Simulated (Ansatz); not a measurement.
```xyz
10

Si   -0.3548    0.1879   -0.4770
Si   -0.2891   -0.1846    2.9344
H    -0.8486   -0.6571    4.2436
H     0.7723   -1.1393    2.4864
H     0.3078    1.1770    3.1171
H     0.7409    0.8204    0.3228
H    -0.2958    0.7030   -1.8842
H    -0.1665   -1.2975   -0.4848
H    -1.6430    0.4965    0.1659
H    -1.3560   -0.1062    1.9193
```

Not at a stationary point (largest force 0.7 eV/Å).

Computed with RKS PBE0/cc-pVDZ in Ansatz 0.2.0.

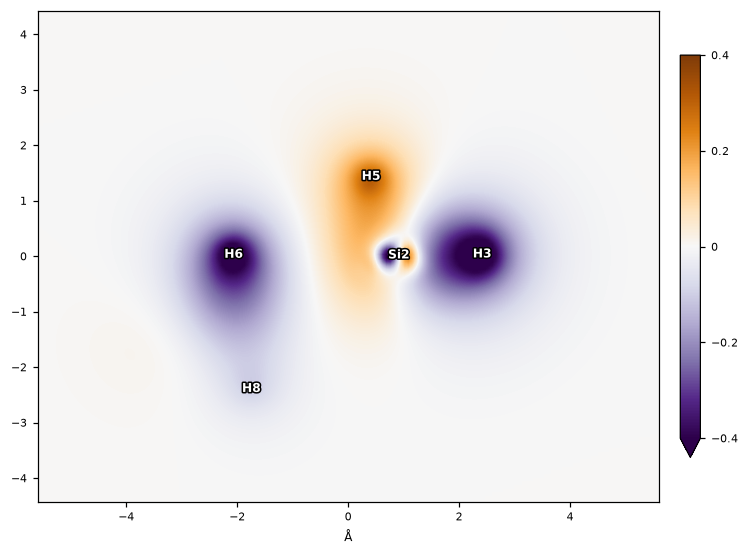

SiH4···SiH4. The HOMO−1 on the plane of atoms H3, Si2 and H5 (values in Å⁻³ᐟ²; the overall sign is arbitrary).

Where does this orbital lie, and at what energy?

Answer. It lies mainly on Si2 (about 25 %), Si1 (about 20 %), H3 (about 15 %), H6 (about 15 %) and H4 (about 10 %). Its energy is −9.44 eV.
